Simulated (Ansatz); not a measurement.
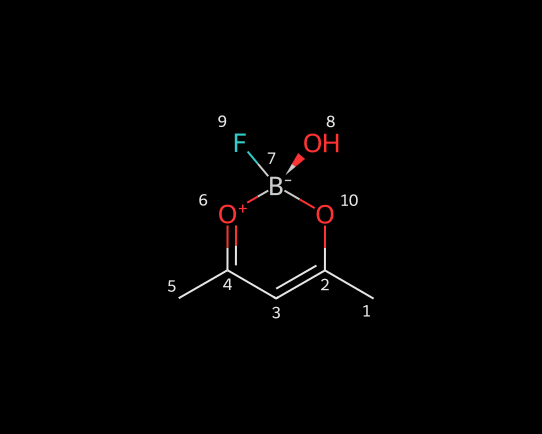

A structural formula, with wedges where it has stereocentres; small numbers name the atoms. The configuration is that of a computed structure (PBE0-D4/def2-TZVP).

Q: What are the Cahn–Ingold–Prelog descriptors?

A: B7: R.

Q: Write the isomeric SMILES.

A: CC1=CC(C)=[O+][B@-](O)(F)O1
